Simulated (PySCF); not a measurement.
# Co(3+): ionisation energy in aug-cc-pVTZ-DK

Aim: the ionisation energy of cobalt from differences of total energies, at each level of theory, and how far each lands from the tabulated value where there is one.

The numbers are computed with PySCF 2.14.0 (unrestricted determinants in a Gaussian basis, no spin-orbit coupling in the energies), except any that are marked as measured or tabulated.

**1. The atom as given**

- Element: cobalt (Z = 27)
- Basis: aug-cc-pVTZ-DK (8s7p5d3f2g, 93 functions)
- Hamiltonian: scalar relativity by spin-free X2C-1e
- State 1: Co(3+): [Ar] 3d6, high-spin 5D determinant
- Needed too, but not shown: Co(2+) [Ar] 3d7 (4F)
- Methods: UHF, LDA, PBE, PBE0, r2SCAN, LC-wPBE, r2SCANh, B3LYP, HSE06, MP2
- Core shells frozen in the correlated runs: valence: [Ar] (for Co(3+))

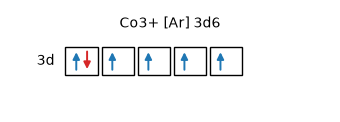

The shells outside the core, filled by Hund's rule for the drawing.

One driver process ran all states and methods and kept the integrals in memory. Each run is shown as a PySCF script that sums up its settings (the driver passes frozen orbitals as a list and adds second-order terms of double hybrids); the logs are those of the runs themselves. The driver starts from symmetry-adapted Hartree-Fock orbitals, holds the occupation by maximum overlap and uses a logarithmic radial grid for functionals, so a plain start would take other cycles.

The integrals over 93 functions and the set-up took 2 s of CPU time.

**2. Co(3+)**

Level: UHF.

The input, input.py:

```python
from pyscf import gto, scf, dft, mp, cc
import basis_set_exchange as bse
mol = gto.M(atom="Co 0 0 0", charge=3, spin=4, symmetry="D2h",
            basis=gto.basis.parse(bse.get_basis("aug-cc-pVTZ-DK", elements=["Co"], fmt="nwchem")),
            nucmod="G")
mf = scf.UHF(mol).sfx2c1e()
mf.irrep_nelec = {'Ag': (5, 3), 'B1g': (1, 1), 'B2g': (1, 0), 'B3g': (1, 0), 'B1u': (2, 2), 'B2u': (2, 2), 'B3u': (2, 2)}
mf.kernel()
```

Log:

```text
damping factor = 0
level_shift factor = 0
DIIS = <class 'pyscf.scf.diis.CDIIS'>
diis_start_cycle = 1
diis_space = 10
diis_damp = 0
SCF conv_tol = 1e-09
SCF conv_tol_grad = None
number electrons alpha = 14  beta = 10
cycle= 1 E= -1389.90889617117  delta_E= -0.00495  |g|= 0.0262  |ddm|= 0.0302
cycle= 2 E= -1389.90898994896  delta_E= -9.38e-05  |g|= 0.00446  |ddm|= 0.00688
cycle= 3 E= -1389.90899370463  delta_E= -3.76e-06  |g|= 0.00061  |ddm|= 0.00304
cycle= 4 E= -1389.90899382954  delta_E= -1.25e-07  |g|= 0.000275  |ddm|= 0.00115
cycle= 5 E= -1389.90899385674  delta_E= -2.72e-08  |g|= 5.33e-05  |ddm|= 0.000462
cycle= 6 E= -1389.90899385841  delta_E= -1.67e-09  |g|= 5.84e-06  |ddm|= 0.000112
cycle= 7 E= -1389.90899385844  delta_E= -2.82e-11  |g|= 1.06e-06  |ddm|= 1.36e-05
converged SCF energy = -1389.90899385844  <S^2> = 6.0028364  2S+1 = 5.0011345
```

CPU time 17 s on a shared host, the integrals not counted.

The occupied shells:

```
shell  electrons  mean orbital energy (eV)  spread (eV)  rms radius (bohr)
 1s α          1                   -7815.3            0             0.0649
 1s β          1                   -7815.2            0             0.0649
 2s α          1                   -1006.4            0              0.276
 2s β          1                   -1002.4            0              0.276
 2p α          3                   -864.12        1.138              0.249
 2p β          3                   -860.14        0.006              0.249
 3s α          1                   -169.30            0              0.825
 3s β          1                   -158.52            0              0.825
 3p α          3                   -126.75        2.331              0.875
 3p β          3                   -113.78        1.673              0.875
 3d α          5                   -58.292        2.755               1.03
 3d β          1                   -52.088            0               1.03
```

⟨S²⟩ = 6.003, ⟨L²⟩ = 6.01.

Spin-orbit constants on these orbitals (cm⁻¹; bare nucleus, screened nucleus, mean field): 3d 1064, 669.6, 608.6. To first order in LS coupling the lowest level has J = 4 and lies 0.0755 eV below the centre of the term.

Level: LDA.

input.py, as changed from the run before:

```diff
@@ -5,3 +5,3 @@
             nucmod="G")
-mf = scf.UHF(mol).sfx2c1e()
+mf = dft.UKS(mol, xc="LDA,VWN").sfx2c1e()
 mf.irrep_nelec = {'Ag': (5, 3), 'B1g': (1, 1), 'B2g': (1, 0), 'B3g': (1, 0), 'B1u': (2, 2), 'B2u': (2, 2), 'B3u': (2, 2)}
```

Log:

```text
damping factor = 0
level_shift factor = 0
DIIS = <class 'pyscf.scf.diis.CDIIS'>
diis_start_cycle = 1
diis_space = 10
diis_damp = 0
SCF conv_tol = 1e-09
SCF conv_tol_grad = None
number electrons alpha = 14  beta = 10
XC functionals = LDA,VWN
    P. A. M. Dirac.,  Math. Proc. Cambridge Philos. Soc. 26, 376 (1930)
    F. Bloch.,  Z. Phys. 57, 545 (1929)
    S. H. Vosko, L. Wilk, and M. Nusair.,  Can. J. Phys. 58, 1200 (1980)
cycle= 1 E= -1388.35471235951  delta_E= -0.0148  |g|= 0.0734  |ddm|= 0.877
cycle= 2 E= -1388.35447391724  delta_E= 0.000238  |g|= 0.0868  |ddm|= 0.173
cycle= 3 E= -1388.35555090551  delta_E= -0.00108  |g|= 0.00161  |ddm|= 0.116
cycle= 4 E= -1388.35555123148  delta_E= -3.26e-07  |g|= 7.16e-05  |ddm|= 0.002
cycle= 5 E= -1388.35555123277  delta_E= -1.29e-09  |g|= 1.68e-05  |ddm|= 0.00015
cycle= 6 E= -1388.35555123282  delta_E= -4.84e-11  |g|= 1.78e-06  |ddm|= 2.29e-05
converged SCF energy = -1388.35555123282  <S^2> = 6.0009768  2S+1 = 5.0003907
```

It used 1.1 s of CPU time after the integrals (shared host).

Level: PBE.

input.py, as changed from the run before:

```diff
@@ -5,3 +5,3 @@
             nucmod="G")
-mf = dft.UKS(mol, xc="LDA,VWN").sfx2c1e()
+mf = dft.UKS(mol, xc="PBE").sfx2c1e()
 mf.irrep_nelec = {'Ag': (5, 3), 'B1g': (1, 1), 'B2g': (1, 0), 'B3g': (1, 0), 'B1u': (2, 2), 'B2u': (2, 2), 'B3u': (2, 2)}
```

Log:

```text
damping factor = 0
level_shift factor = 0
DIIS = <class 'pyscf.scf.diis.CDIIS'>
diis_start_cycle = 1
diis_space = 10
diis_damp = 0
SCF conv_tol = 1e-09
SCF conv_tol_grad = None
number electrons alpha = 14  beta = 10
XC functionals = PBE
    J. P. Perdew, K. Burke, and M. Ernzerhof.,  Phys. Rev. Lett. 77, 3865 (1996)
    J. P. Perdew, K. Burke, and M. Ernzerhof.,  Phys. Rev. Lett. 78, 1396 (1997)
    J. P. Perdew, K. Burke, and M. Ernzerhof.,  Phys. Rev. Lett. 77, 3865 (1996)
    J. P. Perdew, K. Burke, and M. Ernzerhof.,  Phys. Rev. Lett. 78, 1396 (1997)
cycle= 1 E= -1390.8117676367  delta_E= -0.0115  |g|= 0.0581  |ddm|= 0.822
cycle= 2 E= -1390.81165575074  delta_E= 0.000112  |g|= 0.0688  |ddm|= 0.123
cycle= 3 E= -1390.81235074366  delta_E= -0.000695  |g|= 0.00164  |ddm|= 0.0889
cycle= 4 E= -1390.81235116081  delta_E= -4.17e-07  |g|= 9.62e-05  |ddm|= 0.00217
cycle= 5 E= -1390.8123511632  delta_E= -2.39e-09  |g|= 2.46e-05  |ddm|= 0.000276
cycle= 6 E= -1390.81235116331  delta_E= -1.07e-10  |g|= 1.99e-06  |ddm|= 2.79e-05
converged SCF energy = -1390.81235116331  <S^2> = 6.0008528  2S+1 = 5.0003411
```

It used 1.8 s of CPU time after the integrals (shared host).

Level: PBE0.

input.py, as changed from the run before:

```diff
@@ -5,3 +5,3 @@
             nucmod="G")
-mf = dft.UKS(mol, xc="PBE").sfx2c1e()
+mf = dft.UKS(mol, xc="PBE0").sfx2c1e()
 mf.irrep_nelec = {'Ag': (5, 3), 'B1g': (1, 1), 'B2g': (1, 0), 'B3g': (1, 0), 'B1u': (2, 2), 'B2u': (2, 2), 'B3u': (2, 2)}
```

Log:

```text
damping factor = 0
level_shift factor = 0
DIIS = <class 'pyscf.scf.diis.CDIIS'>
diis_start_cycle = 1
diis_space = 10
diis_damp = 0
SCF conv_tol = 1e-09
SCF conv_tol_grad = None
number electrons alpha = 14  beta = 10
XC functionals = PBE0
    C. Adamo and V. Barone.,  J. Chem. Phys. 110, 6158 (1999)
    M. Ernzerhof and G. E. Scuseria.,  J. Chem. Phys. 110, 5029 (1999)
cycle= 1 E= -1390.8580124256  delta_E= -0.00728  |g|= 0.026  |ddm|= 0.559
cycle= 2 E= -1390.8580578996  delta_E= -4.55e-05  |g|= 0.021  |ddm|= 0.0569
cycle= 3 E= -1390.85812011017  delta_E= -6.22e-05  |g|= 0.00211  |ddm|= 0.0328
cycle= 4 E= -1390.85812083709  delta_E= -7.27e-07  |g|= 0.000173  |ddm|= 0.0035
cycle= 5 E= -1390.8581208491  delta_E= -1.2e-08  |g|= 1.17e-05  |ddm|= 0.000404
cycle= 6 E= -1390.85812084916  delta_E= -5.37e-11  |g|= 7.61e-07  |ddm|= 3.37e-05
converged SCF energy = -1390.85812084916  <S^2> = 6.0011641  2S+1 = 5.0004656
```

It used 2.1 s of CPU time after the integrals (shared host).

Level: r2SCAN.

input.py, as changed from the run before:

```diff
@@ -5,3 +5,3 @@
             nucmod="G")
-mf = dft.UKS(mol, xc="PBE0").sfx2c1e()
+mf = dft.UKS(mol, xc="R2SCAN").sfx2c1e()
 mf.irrep_nelec = {'Ag': (5, 3), 'B1g': (1, 1), 'B2g': (1, 0), 'B3g': (1, 0), 'B1u': (2, 2), 'B2u': (2, 2), 'B3u': (2, 2)}
```

Log:

```text
damping factor = 0
level_shift factor = 0
DIIS = <class 'pyscf.scf.diis.CDIIS'>
diis_start_cycle = 1
diis_space = 10
diis_damp = 0
SCF conv_tol = 1e-09
SCF conv_tol_grad = None
number electrons alpha = 14  beta = 10
XC functionals = R2SCAN
    J. W. Furness, A. D. Kaplan, J. Ning, J. P. Perdew, and J. Sun.,  J. Phys. Chem. Lett. 11, 8208-8215 (2020)
    J. W. Furness, A. D. Kaplan, J. Ning, J. P. Perdew, and J. Sun.,  J. Phys. Chem. Lett. 11, 9248-9248 (2020)
    J. W. Furness, A. D. Kaplan, J. Ning, J. P. Perdew, and J. Sun.,  J. Phys. Chem. Lett. 11, 8208-8215 (2020)
    J. W. Furness, A. D. Kaplan, J. Ning, J. P. Perdew, and J. Sun.,  J. Phys. Chem. Lett. 11, 9248-9248 (2020)
cycle= 1 E= -1391.0471795017  delta_E= -0.0069  |g|= 0.0295  |ddm|= 0.43
cycle= 2 E= -1391.04720250613  delta_E= -2.3e-05  |g|= 0.0272  |ddm|= 0.0687
cycle= 3 E= -1391.04730762173  delta_E= -0.000105  |g|= 0.00197  |ddm|= 0.0402
cycle= 4 E= -1391.04730819789  delta_E= -5.76e-07  |g|= 0.000131  |ddm|= 0.00293
cycle= 5 E= -1391.04730820375  delta_E= -5.87e-09  |g|= 9e-06  |ddm|= 0.000279
cycle= 6 E= -1391.04730820379  delta_E= -3.23e-11  |g|= 4.12e-07  |ddm|= 2.66e-05
converged SCF energy = -1391.04730820379  <S^2> = 6.0014765  2S+1 = 5.0005906
```

CPU time 3.6 s on a shared host, the integrals not counted.

Level: LC-wPBE.

input.py, as changed from the run before:

```diff
@@ -5,3 +5,3 @@
             nucmod="G")
-mf = dft.UKS(mol, xc="R2SCAN").sfx2c1e()
+mf = dft.UKS(mol, xc="LC_WPBE").sfx2c1e()
 mf.irrep_nelec = {'Ag': (5, 3), 'B1g': (1, 1), 'B2g': (1, 0), 'B3g': (1, 0), 'B1u': (2, 2), 'B2u': (2, 2), 'B3u': (2, 2)}
```

Log:

```text
damping factor = 0
level_shift factor = 0
DIIS = <class 'pyscf.scf.diis.CDIIS'>
diis_start_cycle = 1
diis_space = 10
diis_damp = 0
SCF conv_tol = 1e-09
SCF conv_tol_grad = None
number electrons alpha = 14  beta = 10
XC functionals = LC_WPBE
    O. A. Vydrov and G. E. Scuseria.,  J. Chem. Phys. 125, 234109 (2006)
cycle= 1 E= -1390.88682009747  delta_E= -0.0106  |g|= 0.0398  |ddm|= 0.729
cycle= 2 E= -1390.88694427835  delta_E= -0.000124  |g|= 0.0273  |ddm|= 0.127
cycle= 3 E= -1390.88704551734  delta_E= -0.000101  |g|= 0.00344  |ddm|= 0.0486
cycle= 4 E= -1390.8870477305  delta_E= -2.21e-06  |g|= 0.000278  |ddm|= 0.00572
cycle= 5 E= -1390.88704777627  delta_E= -4.58e-08  |g|= 4.07e-05  |ddm|= 0.000476
cycle= 6 E= -1390.88704777721  delta_E= -9.42e-10  |g|= 5.26e-06  |ddm|= 7.62e-05
converged SCF energy = -1390.88704777721  <S^2> = 6.0007991  2S+1 = 5.0003196
```

CPU time 4.8 s on a shared host, the integrals not counted.

Level: r2SCANh.

input.py, as changed from the run before:

```diff
@@ -5,3 +5,3 @@
             nucmod="G")
-mf = dft.UKS(mol, xc="LC_WPBE").sfx2c1e()
+mf = dft.UKS(mol, xc="HYB_MGGA_XC_R2SCANH").sfx2c1e()
 mf.irrep_nelec = {'Ag': (5, 3), 'B1g': (1, 1), 'B2g': (1, 0), 'B3g': (1, 0), 'B1u': (2, 2), 'B2u': (2, 2), 'B3u': (2, 2)}
```

Log:

```text
damping factor = 0
level_shift factor = 0
DIIS = <class 'pyscf.scf.diis.CDIIS'>
diis_start_cycle = 1
diis_space = 10
diis_damp = 0
SCF conv_tol = 1e-09
SCF conv_tol_grad = None
number electrons alpha = 14  beta = 10
XC functionals = HYB_MGGA_XC_R2SCANH
    M. Bursch, H. Neugebauer, S. Ehlert, and S. Grimme.,  J. Chem. Phys. 156, 134105 (2022)
cycle= 1 E= -1391.04266661332  delta_E= -0.00621  |g|= 0.0229  |ddm|= 0.388
cycle= 2 E= -1391.04270027256  delta_E= -3.37e-05  |g|= 0.0176  |ddm|= 0.0513
cycle= 3 E= -1391.04274320446  delta_E= -4.29e-05  |g|= 0.00246  |ddm|= 0.0285
cycle= 4 E= -1391.04274412485  delta_E= -9.2e-07  |g|= 0.000153  |ddm|= 0.00374
cycle= 5 E= -1391.04274413347  delta_E= -8.62e-09  |g|= 1.34e-05  |ddm|= 0.000295
cycle= 6 E= -1391.04274413354  delta_E= -7.55e-11  |g|= 4.26e-07  |ddm|= 3.69e-05
converged SCF energy = -1391.04274413354  <S^2> = 6.0015594  2S+1 = 5.0006237
```

CPU time 4.4 s on a shared host, the integrals not counted.

Level: B3LYP.

input.py, as changed from the run before:

```diff
@@ -5,3 +5,3 @@
             nucmod="G")
-mf = dft.UKS(mol, xc="HYB_MGGA_XC_R2SCANH").sfx2c1e()
+mf = dft.UKS(mol, xc="B3LYP").sfx2c1e()
 mf.irrep_nelec = {'Ag': (5, 3), 'B1g': (1, 1), 'B2g': (1, 0), 'B3g': (1, 0), 'B1u': (2, 2), 'B2u': (2, 2), 'B3u': (2, 2)}
```

Log:

```text
damping factor = 0
level_shift factor = 0
DIIS = <class 'pyscf.scf.diis.CDIIS'>
diis_start_cycle = 1
diis_space = 10
diis_damp = 0
SCF conv_tol = 1e-09
SCF conv_tol_grad = None
number electrons alpha = 14  beta = 10
XC functionals = B3LYP
    P. J. Stephens, F. J. Devlin, C. F. Chabalowski, and M. J. Frisch.,  J. Phys. Chem. 98, 11623 (1994)
cycle= 1 E= -1391.10103300124  delta_E= -0.0096  |g|= 0.0339  |ddm|= 0.755
cycle= 2 E= -1391.10106612615  delta_E= -3.31e-05  |g|= 0.033  |ddm|= 0.0713
cycle= 3 E= -1391.10122111118  delta_E= -0.000155  |g|= 0.00118  |ddm|= 0.0471
cycle= 4 E= -1391.1012213313  delta_E= -2.2e-07  |g|= 0.000129  |ddm|= 0.00206
cycle= 5 E= -1391.10122133809  delta_E= -6.79e-09  |g|= 1.32e-05  |ddm|= 0.000287
cycle= 6 E= -1391.10122133814  delta_E= -4.16e-11  |g|= 1.47e-06  |ddm|= 2.72e-05
converged SCF energy = -1391.10122133814  <S^2> = 6.0013222  2S+1 = 5.0005289
```

CPU time 2.6 s on a shared host, the integrals not counted.

Level: HSE06.

input.py, as changed from the run before:

```diff
@@ -5,3 +5,3 @@
             nucmod="G")
-mf = dft.UKS(mol, xc="B3LYP").sfx2c1e()
+mf = dft.UKS(mol, xc="HSE06").sfx2c1e()
 mf.irrep_nelec = {'Ag': (5, 3), 'B1g': (1, 1), 'B2g': (1, 0), 'B3g': (1, 0), 'B1u': (2, 2), 'B2u': (2, 2), 'B3u': (2, 2)}
```

Log:

```text
damping factor = 0
level_shift factor = 0
DIIS = <class 'pyscf.scf.diis.CDIIS'>
diis_start_cycle = 1
diis_space = 10
diis_damp = 0
SCF conv_tol = 1e-09
SCF conv_tol_grad = None
number electrons alpha = 14  beta = 10
XC functionals = HSE06
    J. Heyd, G. E. Scuseria, and M. Ernzerhof.,  J. Chem. Phys. 118, 8207 (2003)
    J. Heyd, G. E. Scuseria, and M. Ernzerhof.,  J. Chem. Phys. 124, 219906 (2006)
    A. V. Krukau, O. A. Vydrov, A. F. Izmaylov, and G. E. Scuseria.,  J. Chem. Phys. 125, 224106 (2006)
cycle= 1 E= -1390.87179368487  delta_E= -0.00724  |g|= 0.0341  |ddm|= 0.557
cycle= 2 E= -1390.87184025918  delta_E= -4.66e-05  |g|= 0.031  |ddm|= 0.0807
cycle= 3 E= -1390.87197675006  delta_E= -0.000136  |g|= 0.00158  |ddm|= 0.0456
cycle= 4 E= -1390.87197718295  delta_E= -4.33e-07  |g|= 0.000165  |ddm|= 0.00277
cycle= 5 E= -1390.87197719309  delta_E= -1.01e-08  |g|= 1.12e-05  |ddm|= 0.000398
cycle= 6 E= -1390.87197719313  delta_E= -3.8e-11  |g|= 1.01e-06  |ddm|= 3e-05
converged SCF energy = -1390.87197719313  <S^2> = 6.0011401  2S+1 = 5.000456
```

CPU time 5.7 s on a shared host, the integrals not counted.

**3. Co(3+), continued**

Level: MP2 (valence).

Edit input.py of step 2 so:

```diff
@@ -5,4 +5,5 @@
             nucmod="G")
-mf = dft.UKS(mol, xc="HSE06").sfx2c1e()
+mf = scf.UHF(mol).sfx2c1e()
 mf.irrep_nelec = {'Ag': (5, 3), 'B1g': (1, 1), 'B2g': (1, 0), 'B3g': (1, 0), 'B1u': (2, 2), 'B2u': (2, 2), 'B3u': (2, 2)}
 mf.kernel()
+mp.UMP2(mf, frozen=9).kernel()
```

No log was kept for this step.

CPU time 0.44 s on a shared host, the integrals not counted.

With 6 electrons correlated, the MP2 correlation energy is -0.11818 hartree (-0.06817 same spin, -0.05001 opposite spin); the SCS form gives -0.08274. Largest pairs of shells: 3d-3d -0.1182.

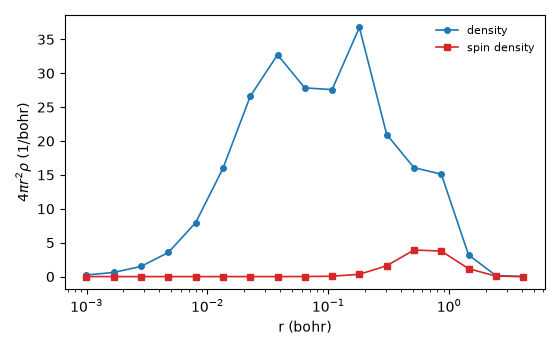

Radial density 4πr²ρ of Co(3+) at UHF, at 17 stored radii joined by straight lines.

**4. The energy differences**

Ionisation energy: Co(2+) [Ar] 3d7 (4F) → Co(3+) [Ar] 3d6 (5D).

```
           method  value (eV)  less the reference (eV)
              UHF      31.199                   -2.275
              LDA      34.397                   +0.923
              PBE      34.148                   +0.674
             PBE0      33.697                   +0.223
           r2SCAN      33.766                   +0.292
          LC-wPBE      34.024                   +0.550
          r2SCANh      33.643                   +0.169
            B3LYP      34.060                   +0.586
            HSE06      33.715                   +0.241
    MP2 (valence)      33.069                   -0.405
SCS-MP2 (valence)      33.169                   -0.305
```

Reference: 33.5 ± 0.06 eV (semi-empirical (NIST evaluation); NIST Atomic Spectra Database, ionization energies). A first-order spin-orbit estimate (lowest level to lowest level, LS coupling) adds 0.026 eV; the last energy column includes it. Errors of the correlated levels include the incompleteness of this basis.

The differences also use runs on Co(2+) [Ar] 3d7 (4F), which are not shown here.

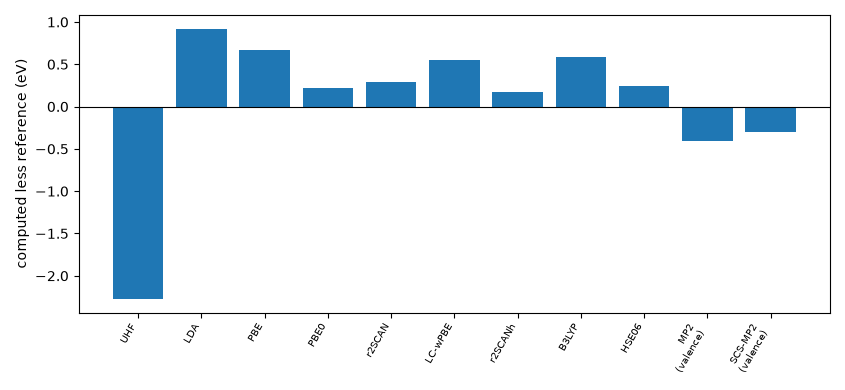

Computed less reference values by method, where the reference is not like for like or is itself uncertain, spin-orbit estimate included.

**5. Summary of results**

```
                 quantity                                                       value
ionisation energy, Co(2+)  UHF 31.199, MP2 (valence) 33.069 eV; reference 33.5 ± 0.06
```

What this shows: The methods span 3.198 eV, from UHF (31.199) to LDA (34.397). The reference is uncertain or not like for like (spin-orbit coupling or other relativistic terms), so no ranking of close methods is drawn. All values hold for this basis alone; no basis-set limit was taken.
